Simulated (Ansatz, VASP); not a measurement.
# CaCu2S2: VASP beside Ansatz

Aim: how closely do two programs agree when they are given the same cell, functional and k mesh?

Program: Ansatz 0.2.0. Level of theory: plane waves, with VASP 6.6.1 beside it; single point at PBE, single point at r2SCAN and single point at LDA. Results are calculated unless marked as measured.

## 1. Set-up

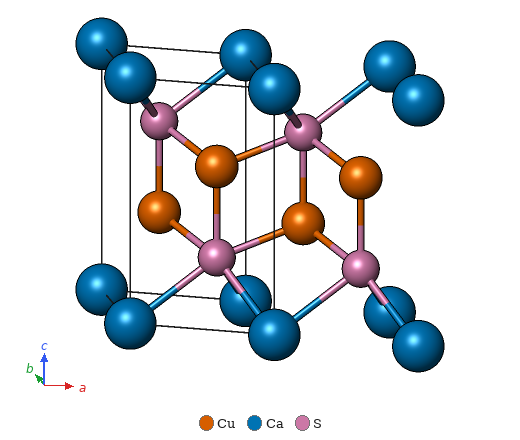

The starting structure, seen slightly off an axis (copper orange, calcium blue, sulfur pink). 2×1×1 cells are drawn. Bonds to atoms that aren't drawn are left out. Some periodic images of atoms are drawn too.

## 2. VASP: single point, PBE

A single point gives forces, pressure and levels at one fixed geometry, so differences don't come from the geometry; what else differs is listed under the comparison.

Lines of VASP's logs that name or quote its potential files are left out, and so is its time.

INCAR reads:

```
SYSTEM = CaCu2S2
PREC = Accurate
ENCUT = 400
EDIFF = 1E-07
NELM = 100
ISMEAR = 0
SIGMA = 0.05
LREAL = .FALSE.
ALGO = Normal
GGA = PE
NBANDS = 64
LASPH = .TRUE.
LWAVE = .FALSE.
LCHARG = .FALSE.
KPAR = 4
LOPTICS = .TRUE.
NEDOS = 2000
CSHIFT = 0.2
```

POSCAR reads:

```
CaCu2S2
1.0
    3.9399999606      0.0000000000      0.0000000000
   -1.9699999803      3.4121400568      0.0000000000
    0.0000000000      0.0000000000      6.5230000000
Cu Ca S
2 1 2
Direct
    0.6666666667      0.3333333333      0.6235100000
    0.3333333333      0.6666666667      0.3764900000
    0.0000000000      0.0000000000      0.0000000000
    0.6666666667      0.3333333333      0.2537000000
    0.3333333333      0.6666666667      0.7463000000
```

KPOINTS reads:

```
Automatic mesh
0
Gamma
9 9 5
0 0 0
```

Potentials, in the order of the species: Cu, Ca_sv and S (PBE family, release 64).

Command:

```bash
mpirun -np 4 vasp_std
```

Numbers of over 12 decimals in the logs are rounded to 6 here.

The program printed:

```text
[banner, memory and clock lines left out]
running    4 mpi-ranks, on    1 nodes
 distrk:  each k-point on    1 cores,    4 groups
 distr:  one band on    1 cores,    1 groups

 POSCAR found type information on POSCAR CuCaS
 POSCAR found :  3 types and       5 ions
 LDA part: xc-table for (Slater+PW92), standard interpolation
 POSCAR, INCAR and KPOINTS ok, starting setup
 FFT: planning ... GRIDC
 FFT: planning ... GRID_SOFT
 FFT: planning ... GRID
 WAVECAR not read
 entering main loop
       N       E                     dE             d eps       ncg     rms          rms(c)
DAV:   1     0.355443720795E+03    0.35544E+03   -0.13670E+04  7320   0.691E+02
DAV:   2     0.249663643532E+02   -0.33048E+03   -0.29239E+03  6776   0.213E+02
DAV:   3    -0.227697035340E+02   -0.47736E+02   -0.39511E+02  7256   0.707E+01
DAV:   4    -0.248182919626E+02   -0.20486E+01   -0.20176E+01  8936   0.167E+01
DAV:   5    -0.248874148794E+02   -0.69123E-01   -0.69000E-01  8888   0.268E+00    0.146E+01
DAV:   6    -0.261781851125E+02   -0.12908E+01   -0.20895E+01  9280   0.596E+01    0.132E+01
DAV:   7    -0.224335099458E+02    0.37447E+01   -0.62226E+00  8800   0.419E+01    0.508E+00
DAV:   8    -0.224938210547E+02   -0.60311E-01   -0.15469E+00  9488   0.163E+01    0.340E+00
DAV:   9    -0.223389004502E+02    0.15492E+00   -0.73106E-01  9184   0.111E+01    0.980E-01
DAV:  10    -0.223212661813E+02    0.17634E-01   -0.56075E-02 10096   0.279E+00    0.180E-01
DAV:  11    -0.223219609179E+02   -0.69474E-03   -0.70830E-03 10120   0.287E-01    0.166E-01
DAV:  12    -0.223220601744E+02   -0.99256E-04   -0.24607E-04 10080   0.142E-01    0.551E-02
DAV:  13    -0.223220844096E+02   -0.24235E-04   -0.14569E-04 11000   0.126E-01    0.336E-02
DAV:  14    -0.223220723980E+02    0.12012E-04   -0.36459E-05  9976   0.640E-02    0.186E-02
DAV:  15    -0.223220724560E+02   -0.58020E-07   -0.43682E-06  9992   0.259E-02    0.108E-02
DAV:  16    -0.223220726155E+02   -0.15954E-06   -0.13360E-06  9776   0.667E-03    0.383E-03
DAV:  17    -0.223220726393E+02   -0.23744E-07   -0.30846E-08  5720   0.183E-03
   1 F= -.22322073E+02 E0= -.22322073E+02  d E =-.287395E-11
 optical routines
 imaginary and real dielectric function
 recalculating local potential from charge density
 direction            1
 direction            2
 direction            3
```

Parts of OUTCAR (step 2):

```text
ion  position               nearest neighbor table
   1  0.667  0.333  0.624-   5 2.41   5 2.41   5 2.41   4 2.41   2 2.79   2 2.79   2 2.79
   2  0.333  0.667  0.376-   4 2.41   4 2.41   4 2.41   5 2.41   1 2.79   1 2.79   1 2.79
   3  0.000  0.000  0.000-   4 2.81   5 2.81   4 2.81   5 2.81   4 2.81   5 2.81
   4  0.667  0.333  0.254-   2 2.41   2 2.41   2 2.41   1 2.41   3 2.81   3 2.81   3 2.81
   5  0.333  0.667  0.746-   1 2.41   1 2.41   1 2.41   2 2.41   3 2.81   3 2.81   3 2.81

  LATTYP: Found a hexagonal cell.
 ALAT       =     3.9399999606
 C/A-ratio  =     1.6555837729

 Subroutine GETGRP returns: Found 12 space group operations
 (whereof 12 operations were pure point group operations)

The static configuration has the point symmetry D_3d.

 Found     50 irreducible k-points:

   k-points           NKPTS =     50   k-points in BZ     NKDIM =     50   number of bands    NBANDS=     64

   dimension x,y,z NGX =    28 NGY =   28 NGZ =   48
   dimension x,y,z NGXF=    56 NGYF=   56 NGZF=   96

   ENCUT  =  400.0 eV  29.40 Ry    5.42 a.u.   6.43  6.43 10.64*2*pi/ulx,y,z

   NELECT =      44.0000    total number of electrons

 k-points in reciprocal lattice and weights: Automatic mesh
   0.00000000  0.00000000  0.00000000       0.002
   0.11111111 -0.00000000  0.00000000       0.015
   0.22222222 -0.00000000  0.00000000       0.015
   0.33333333  0.00000000  0.00000000       0.015
   0.44444444 -0.00000000  0.00000000       0.015
   0.11111111  0.11111111  0.00000000       0.015
   0.22222222  0.11111111  0.00000000       0.030
   0.33333333  0.11111111  0.00000000       0.030
   0.44444444  0.11111111  0.00000000       0.015
[...]
-0.22222222 -0.44444444  0.40000000       0.030
   0.33333333  0.33333333  0.40000000       0.010

 average (electrostatic) potential at core
       1 -65.0294       2 -65.0294       3 -43.8494       4 -86.2810       5 -86.2810

 E-fermi :   5.7326

 k-point     1 :       0.0000    0.0000    0.0000
  band No.  band energies     occupation
    ...
     18       4.8824      2.00000
     19       4.8824      2.00000
     20       5.3858      2.00000
     21       5.5222      2.00000
     22       5.5222      2.00000
     23       6.6204      0.00000
     24       7.7965      0.00000
     25       8.3283      0.00000
     26       8.8141      0.00000
     27       8.8141      0.00000
    ...

 k-point     2 :       0.1111   -0.0000    0.0000
  band No.  band energies     occupation
    ...
     18       4.5376      2.00000
     19       4.8104      2.00000
     20       5.0154      2.00000
     21       5.3895      2.00000
     22       5.4196      2.00000
     23       7.1348      0.00000
     24       7.9471      0.00000
     25       8.5338      0.00000
     26       9.1012      0.00000
     27       9.2622      0.00000
    ...

 k-point     3 :       0.2222   -0.0000    0.0000
  band No.  band energies     occupation
    ...
     18       4.1379      2.00000
     19       4.4398      2.00000
     20       4.6125      2.00000
     21       5.0927      2.00000
     22       5.1358      2.00000
     23       7.7296      0.00000
     24       8.0330      0.00000
     25       9.3713      0.00000
     26       9.5960      0.00000
     27       9.7120      0.00000
    ...

  Total       -0.4508313     -0.4508313     -0.3302275      0.0000000     -0.0000000      0.0000000
  in kB       -8.2367171     -8.2367171     -6.0332784      0.0000000     -0.0000000      0.0000000
  external PRESSURE =      -7.5022376 kB  Pullay stress =       0.0000000 kB

  energy-cutoff  :      400.00
  volume of cell :       87.69
      direct lattice vectors                 reciprocal lattice vectors
     3.939999961  0.000000000  0.000000000     0.253807109  0.146535603  0.000000000
    -1.969999980  3.412140057  0.000000000     0.000000000  0.293071206  0.000000000
     0.000000000  0.000000000  6.523000000     0.000000000  0.000000000  0.153303695

 POSITION                                       TOTAL-FORCE (eV/Angst)
 -----------------------------------------------------------------------------------
      1.97000      1.13738      4.06716        -0.000000     -0.000000      0.003893
     -0.00000      2.27476      2.45584         0.000000      0.000000     -0.003893
      0.00000      0.00000      0.00000        -0.000000      0.000000      0.000000
      1.97000      1.13738      1.65489         0.000000      0.000000      0.259031
     -0.00000      2.27476      4.86811        -0.000000     -0.000000     -0.259031
 -----------------------------------------------------------------------------------
    total drift:                               -0.000000      0.000000      0.000000

  FREE ENERGIE OF THE ION-ELECTRON SYSTEM (eV)
  ---------------------------------------------------
  free  energy   TOTEN  =       -22.3220726393 eV

  energy  without entropy=      -22.3220726393  energy(sigma->0) =      -22.32207264

 plasma frequency squared (from intraband transitions) (eV^2)
  --------------------------------------------------------------------------------------
       0.000       0.000       0.000
       0.000       0.000       0.000
       0.000      -0.000       0.000

[... 3 further parts left out ...]
```

## 3. Ansatz: single point, PBE

Ansatz runs on its default PAW (the set named soft_2) files.

The same cell, functional, mesh and smearing now go to Ansatz, which takes its cutoff from its data sets.

input.yaml reads:

```yaml
crystal:
  lattice:
    - [3.9399999606, 0.0, 0.0]
    - [-1.9699999803, 3.4121400568, 0.0]
    - [0.0, 0.0, 6.523]
  atoms:
    - { symbol: Cu, position: [0.6666666667, 0.3333333333, 0.62351] }
    - { symbol: Cu, position: [0.3333333333, 0.6666666667, 0.37649] }
    - { symbol: Ca, position: [0.0, 0.0, 0.0] }
    - { symbol: S, position: [0.6666666667, 0.3333333333, 0.2537] }
    - { symbol: S, position: [0.3333333333, 0.6666666667, 0.7463] }
hamiltonian:
  xc: pbe
  pseudopotentials: { kind: paw }
kpoints:
  mp_grid: { grid: [9, 9, 5] }
scf:
  occupations: { method: gaussian, width: 0.05 }
  n_extra_bands: 5
output:
  forces: true
  stress: true
  eigenvalues: true
```

Command:

```bash
ansatz run input.yaml --threads 2 --pin off --max-ram 4608MiB --backend cpu --events-out ev --progress --plain --runs-dir out
```

The program printed:

```text
scf.n_extra_bands = 5 over 30 filled bands (N_el = 60.0): the run solves 35 bands
Engine: ansatz 0.2.0, x86_64-unknown-linux-gnu
Pseudopotentials: kind: paw
Pseudopotential: Cu, paw, valence charge 19, recommended cutoff 420 eV (normal), Cu.paw.azcp
Pseudopotential: Ca, paw, valence charge 10, recommended cutoff 420 eV (normal), Ca.paw.azcp
Pseudopotential: S, paw, valence charge 6, recommended cutoff 420 eV (normal), S.paw.azcp
Functional definition: PBE
  parameter kappa = 0.804
  parameter beta = 0.066725
  exchange = pbe_x(kappa = kappa, mu = beta*pi^2/3)
  correlation = pbe_c(beta = beta)
Crystal: 5 atoms, lattice volume = 87.694 Å³
Basis set: ecut = 420 eV, 1761 PW (Γ), exchange–correlation on 54×54×90 points (8 copies of the dense FFT grid, shifted against one another)
Bands: 35, of which v1, the nominal top of the filled ones, is band 30 counted from 1 (29 counted from 0)
Symmetry: 12 space group operations
Space group: P-3m1 (ITA 164), of the structure as read, at distance tolerance 4.4e-5 Å
k-points: 50 of 405
Non-local potential: Cu, projectors of the file, l = 0: 3, l = 1: 2, l = 2: 3, l = 3: 1
Non-local potential: Ca, projectors of the file, l = 0: 3, l = 1: 2, l = 2: 2
Non-local potential: S, projectors of the file, l = 0: 2, l = 1: 2, l = 2: 2
PAW form: soft (Blöchl's): semilocal exchange-correlation on the pseudo side does not see the compensation charge
PAW one-centre angular grid: Cu, 590 points (default); XC on 64 Gauss nodes
PAW one-centre angular grid: Ca, 110 points (default); XC on 64 Gauss nodes
PAW one-centre angular grid: S, 110 points (default); XC on 64 Gauss nodes
Initial density: superposition of atomic densities (neutral atoms: chi_scale 0, normalization atom), corrected by the library's trained network
Initial wavefunctions: pseudopotential atomic-orbital guess
Functional: x = pbe(κ = 0.804, μ = 0.219515), c = pbe(β = 0.066725)
SCF iter   1: F=—  HF=-16876.013552 eV  |F-HF|=—  |Δ(HF+E_count)|=         —  Δρ=1.44e-3  dr2=1.59e-3  ethr=1.77e-3  ⟨swp⟩=7.8  Hψ=8032  notcnv=0
preconditioner: auto → Resta (q_TF=auto, 2.561 Å⁻¹)  ε∞=7.7  [insulator: Δε(μ)=1.075 eV  Ē_g=9.928 eV  σ=0.050 eV  W_gap=1.00  n_scr=22 (ndim 8)  ℏωp=25.7 eV  f_vac=0.020  D(μ)=0.00/eV (n_scr^D=0)  ε∞_Penn≈7.7]
SCF iter   2: F=—  HF=-16876.014011 eV  |F-HF|=—  |Δ(HF+E_count)|=   4.58e-4  Δρ=1.75e-3  dr2=2.10e-3  ethr=2.65e-6  ⟨swp⟩=2.0  Hψ=3250  notcnv=0  defer=1
SCF iter   3: F=—  HF=-16876.013695 eV  |F-HF|=—  |Δ(HF+E_count)|=   3.16e-4  Δρ=4.54e-4  dr2=2.26e-4  ethr=2.65e-6  ⟨swp⟩=2.0  Hψ=2271  notcnv=0  defer=5
SCF iter   4: F=—  HF=-16876.013750 eV  |F-HF|=—  |Δ(HF+E_count)|=   5.54e-5  Δρ=3.12e-4  dr2=8.22e-5  ethr=3.77e-7  ⟨swp⟩=2.0  Hψ=2500  notcnv=0  defer=5
SCF iter   5: F=—  HF=-16876.013645 eV  |F-HF|=—  |Δ(HF+E_count)|=   1.05e-4  Δρ=4.97e-5  dr2=2.02e-6  ethr=1.37e-7  ⟨swp⟩=2.0  Hψ=2486  notcnv=0  defer=5
SCF iter   6: F=—  HF=-16876.013647 eV  |F-HF|=—  |Δ(HF+E_count)|=   1.89e-6  Δρ=2.20e-5  dr2=3.69e-7  ethr=3.36e-9  ⟨swp⟩=2.0  Hψ=2708  notcnv=0  defer=5
SCF iter   7: F=-16876.013647 eV  HF=-16876.013647 eV  |F-HF|=6.99e-9  |Δ(HF+E_count)|=   7.86e-8  Δρ=2.52e-6  dr2=1.72e-8  ethr=1.67e-10  ⟨swp⟩=7.7  Hψ=7389  notcnv=0
SCF 1 converged in 7 iterations: F = -16876.013647 eV  dr2 = 1.72e-8
  greatest PAW one-centre occupation: 1.000 electrons in one spin orbital (limit 2), on the Cu atom at site 1 (counted from 0), in its partial waves of l = 0
SCF converged after 7 iterations
Free energy (F): -16876.013647 eV
Harris-Foulkes:  -16876.013647 eV  (|F-HF|=6.99e-9)
Internal energy: -16876.013647 eV  (E = F + TS)
E sigma→0 (E₀):  -16876.013647 eV
Fermi energy:    10.526009 eV
--- Per-component energies (eV) ---
  E_band       = -1027.889427
  E_kinetic    = 1095.654014
  E_local      = -12430.640813  (includes V_loc(G=0)·N_el)
  E_nonlocal   = 919.871787
  E_hartree    = 5487.261681
  E_xc         = -510.179949
  E_vxc        = -576.808208  (∫ρ·V_xc dr)
  E_paw        = -5402.321304  (= ΣΔE_a)
  E_vpaw       = -1010.486904  (= ΣTr[D̂ρ^β])
  E_aug_tail   = 0.000607  (compensation charges beyond the density's cutoff)
  E_ewald      = -6035.659669
  E_smearing   = -0.000000  (= −TS)
  E_closure    = -0.000000  (closes the sum)
  Σ components = -16876.013647   (vs F -16876.013647, Δ=0.00e0)
--- Forces (eV/Å), atoms counted from 1 ---
  atom   1  Cu     0.00000000     0.00000000     0.00596508
  atom   2  Cu     0.00000000    -0.00000000    -0.00596508
  atom   3  Ca     0.00000000     0.00000000     0.00000000
  atom   4  S      0.00000000     0.00000000     0.26002169
  atom   5  S      0.00000000     0.00000000    -0.26002169
  max |Σ_I F_I| component: 1.73e-17 eV/Å
--- Stress (GPa, compression-positive) ---
       -0.792275       0.000000       0.000000
        0.000000      -0.792275       0.000000
        0.000000       0.000000      -0.552128
  P = ⅓ Tr σ = -0.7122 GPa (-7.122 kbar)
--- Band table (eV; the first three rows and the last of 50) ---
  k-point 0: bands = [... 26 lower, 9.3514, 9.8482, 9.9866, 9.9866, 11.0639, 12.2347, 12.7740, 13.2568, ... 1 higher]
  k-point 1: bands = [... 26 lower, 9.3687, 9.5639, 9.8965, 9.8965, 11.5970, 12.1923, 12.9493, 13.3126, ... 1 higher]
  k-point 2: bands = [... 26 lower, 9.4127, 9.4127, 9.7403, 9.7403, 11.9668, 12.2948, 13.3279, 13.3279, ... 1 higher]
  k-point 49: bands = [... 26 lower, 8.2278, 8.8386, 8.8386, 9.2218, 13.1404, 13.1404, 14.0747, 14.5588, ... 1 higher]
```

The job ended after 3.5 s (2 threads of AMD EPYC 7B13 (Zen 3), shared host; peak memory 0.49 GiB; 6.6 s of CPU time).

The run ends at a pressure of -0.71 GPa, with forces up to 0.26 eV/Å.

## 4. Side by side

Known differences besides the PAW data sets themselves: the data sets hold 60 valence electrons in Ansatz (default PAW (the set named soft_2) files) and 44 in VASP; the cutoff is 420 eV in Ansatz and 400 eV in VASP. Total energies have different zeros and are not compared.

Compared:

| quantity | Ansatz | VASP | difference |
| --- | --- | --- | --- |
| pressure (GPa) | -0.71 | -0.75 | +0.04 |
| gap on the k mesh (eV) | 1.077 | 1.098 | -0.021 |

Forces (eV/Å; atoms numbered as in POSCAR):

| atom | Ansatz x, y, z | VASP x, y, z |
| --- | --- | --- |
| Cu1 | 0.000, 0.000, 0.006 | 0.000, 0.000, 0.004 |
| Cu2 | 0.000, 0.000, -0.006 | 0.000, 0.000, -0.004 |
| Ca3 | 0.000, 0.000, 0.000 | 0.000, 0.000, 0.000 |
| S4 | 0.000, 0.000, 0.260 | 0.000, 0.000, 0.259 |
| S5 | 0.000, 0.000, -0.260 | 0.000, 0.000, -0.259 |

The forces differ by 0.8 meV/Å r.m.s., which is 0.9 % of the r.m.s. force of 0.09 eV/Å (both taken over all components). Ansatz's pressure holds a Pulay correction of 0.05 GPa; VASP's holds none.

## 5. VASP: single point, r2SCAN

A single point gives forces, pressure and levels at one fixed geometry, so differences don't come from the geometry; what else differs is listed under the comparison.

Changes to INCAR since step 2:

```diff
@@ -9,5 +9,5 @@
 ALGO = Normal
-GGA = PE
+METAGGA = R2SCAN
+LASPH = .TRUE.
 NBANDS = 64
-LASPH = .TRUE.
 LWAVE = .FALSE.
```

POSCAR is that of step 2.

KPOINTS is that of step 2.

Command:

```bash
mpirun -np 4 vasp_std
```

The program printed:

```text
[banner, memory and clock lines left out]
running    4 mpi-ranks, on    1 nodes
[...]
|                                                                             |
|               ----> ADVICE to this user running VASP <----                  |
|                                                                             |
|     You enforced a specific xc type in the INCAR file but a different       |
|     [... a line on the potential file left out ...]
|     I HOPE YOU KNOW WHAT YOU ARE DOING!                                     |
|                                                                             |

 LDA part: xc-table for (None), standard interpolation
 POSCAR, INCAR and KPOINTS ok, starting setup
[...]
entering main loop
       N       E                     dE             d eps       ncg     rms          rms(c)
DAV:   1     0.333102834771E+03    0.33310E+03   -0.13978E+04  7296   0.709E+02
DAV:   2    -0.755719539839E+01   -0.34066E+03   -0.30189E+03  6728   0.219E+02
DAV:   3    -0.580628834361E+02   -0.50506E+02   -0.41934E+02  7256   0.736E+01
DAV:   4    -0.602798784274E+02   -0.22170E+01   -0.21765E+01  9232   0.176E+01
[...]
DAV:  16    -0.501912352437E+02   -0.23267E-05   -0.59639E-06 10064   0.116E-02    0.320E-03
DAV:  17    -0.501912350628E+02    0.18092E-06   -0.73046E-07  9640   0.864E-03    0.192E-03
DAV:  18    -0.501912351299E+02   -0.67082E-07   -0.28088E-08  4528   0.586E-04
   1 F= -.50191235E+02 E0= -.50191235E+02  d E =-.107429E-11
 optical routines
 imaginary and real dielectric function
 direction            1
 direction            2
 direction            3
```

Parts of OUTCAR (step 5):

```text
  Total       -1.3293980     -1.3293980     -1.1652566      0.0000000      0.0000000     -0.0000000
  in kB      -24.2881902    -24.2881902    -21.2893163      0.0000000      0.0000000     -0.0000000
  external PRESSURE =     -23.2885656 kB  Pullay stress =       0.0000000 kB

 POSITION                                       TOTAL-FORCE (eV/Angst)
 -----------------------------------------------------------------------------------
      1.97000      1.13738      4.06716         0.000000      0.000000     -0.042320
     -0.00000      2.27476      2.45584        -0.000000      0.000000      0.042320
      0.00000      0.00000      0.00000         0.000000      0.000000     -0.000000
      1.97000      1.13738      1.65489         0.000000      0.000000      0.358347
     -0.00000      2.27476      4.86811         0.000000      0.000000     -0.358347
 -----------------------------------------------------------------------------------
    total drift:                               -0.000000      0.000000      0.000000

  FREE ENERGIE OF THE ION-ELECTRON SYSTEM (eV)
  ---------------------------------------------------
  free  energy   TOTEN  =       -50.1912351299 eV

  energy  without entropy=      -50.1912351299  energy(sigma->0) =      -50.19123513

[... 2 parts as in an earlier step ...]

[... 1 further part left out ...]
[key lines of the parts left out:]
E-fermi :   5.6217
```

## 6. Ansatz: single point, r2SCAN

The same cell, functional, mesh and smearing now go to Ansatz, which takes its cutoff from its data sets.

Changes to input.yaml since step 3:

```diff
@@ -12,3 +12,3 @@
 hamiltonian:
-  xc: pbe
+  xc: r2scan
   pseudopotentials: { kind: paw }
@@ -23 +23,5 @@
   eigenvalues: true
+  write_density: true
+  write_potential: true
+  elf: true
+  volumetric_format: npy
```

Command:

```bash
ansatz run input.yaml --threads 2 --pin off --max-ram 4608MiB --backend cpu --events-out ev --progress --plain --runs-dir out
```

The program printed:

```text
[...]
Crystal: 5 atoms, lattice volume = 87.694 Å³
Basis set: ecut = 500 eV, 2237 PW (Γ), exchange–correlation on 120×120×192 points (64 copies of the dense FFT grid, shifted against one another)
Bands: 35, of which v1, the nominal top of the filled ones, is band 30 counted from 1 (29 counted from 0)
Symmetry: 12 space group operations
[...]
k-points: 50 of 405
[...]
k-point 0: bands = [... 26 lower, 9.2375, 9.7358, 9.8578, 9.8578, 11.4141, 12.4930, 12.9709, 13.4874, ... 1 higher]
  k-point 1: bands = [... 26 lower, 9.2551, 9.4853, 9.7693, 9.7693, 11.9188, 12.4399, 13.1627, 13.5359, ... 1 higher]
  k-point 2: bands = [... 26 lower, 9.3011, 9.3011, 9.6132, 9.6132, 12.2471, 12.5606, 13.5390, 13.5390, ... 1 higher]
  k-point 49: bands = [... 26 lower, 8.1139, 8.7209, 8.7209, 9.1114, 13.3769, 13.3769, 14.2984, 14.8478, ... 1 higher]
[key lines of the parts left out:]
SCF converged after 8 iterations
Free energy (F): -16901.257398 eV
Fermi energy:    10.636500 eV
P = ⅓ Tr σ = -2.2071 GPa (-22.071 kbar)
```

Run time: 11 s. Hardware: 2 threads; peak memory 0.69 GiB; 21 s of CPU time.

The run ends at a pressure of -2.21 GPa, with forces up to 0.35 eV/Å.

(Continued in part 2 of 2.)

[Lines on the potential files, build, host, timing and source positions are cut from VASP's logs without a mark.]

[Logs are printed without paths, hosts, clocks, repeated set-up lines and the standing remarks that a program may print on its own settings, such as how far it seeks lower states.]

[Hosts, paths, dates, database ids (printed as entryN), source tags and the programs' standing remarks are cut or masked in the printed files.]
